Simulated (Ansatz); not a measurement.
Ligand exchange: LiCl + SnH3(SH) → LiSH + SnH3Cl

Species: LiCl, singlet; SnH3(SH), singlet; LiSH `[Li][SH]`, singlet; SnH3Cl `[Cl][SnH3]`, singlet. The partners trade Cl for SH: Li–Cl and Sn–SH bonds give way to Li–SH and Sn–Cl.

Shapes, held fixed at every level: PBE0-D4/def2-TZVP. Programs: Ansatz 0.2.0. The zero-point and thermal change to 298 K, harmonic and unscaled (PBE0-D4/def2-TZVP), is -2.4 kJ/mol.

```
               level                    kind  ΔH(298 K) (kJ/mol)  less CCSD(T)/def2-TZVPP
         HF/def2-SVP            Hartree–Fock               +51.1                     +0.1
       HF/def2-TZVPP            Hartree–Fock               +48.8                     -2.2
    SPW92/def2-TZVPP                     LDA               +51.9                     +0.9
r2SCAN-D4/def2-TZVPP                meta-GGA               +51.1                     +0.1
  wB97X-V/def2-TZVPP  range-separated hybrid               +50.3                     -0.7
       CCSD/def2-SVP   coupled cluster or CI               +53.9                     +2.9
     CCSD/def2-TZVPP   coupled cluster or CI               +50.9                     -0.1
  CCSD(T)/def2-TZVPP   coupled cluster or CI               +51.0                      0.0
```

The highest level, CCSD(T)/def2-TZVPP, gives ΔH(298 K) = +51.0 kJ/mol; the levels span +48.8 to +53.9. The column of differences is taken from that level and isn't an error. No measured value is set beside it here. For atoms past krypton def2 sets carry core potentials with scalar relativity. Correlated rows may include outer-core shells of Li, Sn, which these sets cover unevenly.

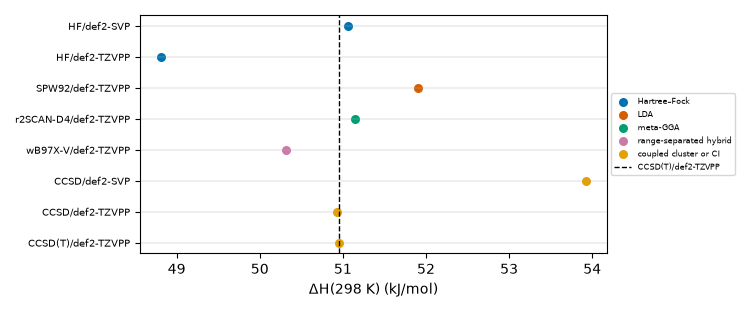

The values of the table, level by level.
